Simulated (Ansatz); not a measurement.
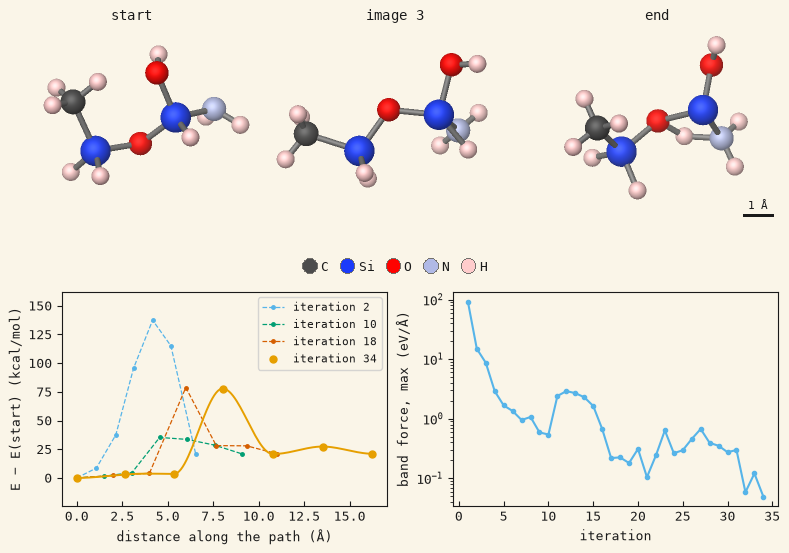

NEB run on CH₉NO₂Si₂. Images are numbered from 0 (start) to 6 (end). The plot follows the band through its iterations. Style: ball-and-stick. Shown at a tilt.

Computed with Ansatz, RKS B3LYP-D4/STO-3G. Settings: 5 movable images; climbing image; force threshold 0.05 eV/Å; iteration limit 60; starting path through a guess of the saddle point.

### Judge this run.

The run is converged, with reservations. The band converged in 34 iterations. The largest component of the band force went from 93 to 0.049 eV/Å. The climbing image converged on the top of the path. Its vibrational analysis gives one imaginary mode (1409i cm⁻¹), as a transition state must have. The first iteration put the highest image at 428.2 kcal/mol. The highest point, image 3, lies 77.9 kcal/mol above the start and 56.8 kcal/mol above the end; the end is at +21.0 kcal/mol relative to the start. The profile has 2 maxima (images 3, 5) with a dip at image 4 (+20.9 kcal/mol), so the process runs in steps.

Limits of the set-up: STO-3G is a minimal basis, so the numbers are rough.
